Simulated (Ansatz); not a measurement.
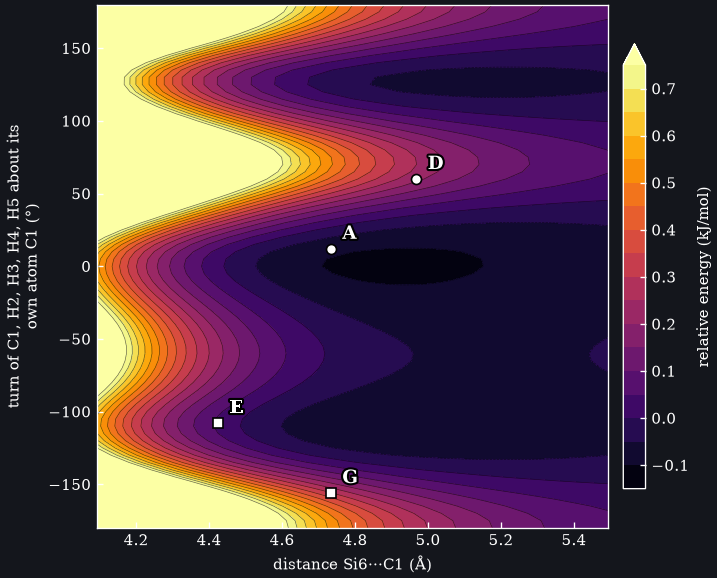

The pair CH₄···H₄Si. The turn is about an axis along (−0.99, 0.16, −0.05) in the frame of the relaxed pair, normal to the line between the partners. First axis: distance Si6···C1. Second axis: turn of C1, H2, H3, H4, H5 about its own atom C1. The grid has 15 × 15 points. Points are written as (first, second). All energies are given in kJ/mol relative to the two partners far apart, frozen as in the relaxed pair, each in its own basis (no counterpoise correction). Theory: RHF/def2-TZVPD in Ansatz 0.2.0.

Drawn: filled contours, one colour for all values above the top of the scale, lettered points. Between grid points the surface is interpolated.

Q: Is G the lowest point of the computed grid?

A: No. G lies 0.41 kJ/mol above the lowest grid point, which is at (4.967 Å, 12°).

Q: Rank the lettered points by energy, lowest first.

A: A (−0.09 kJ/mol), E (0.041 kJ/mol), D (0.21 kJ/mol), G (0.30 kJ/mol).
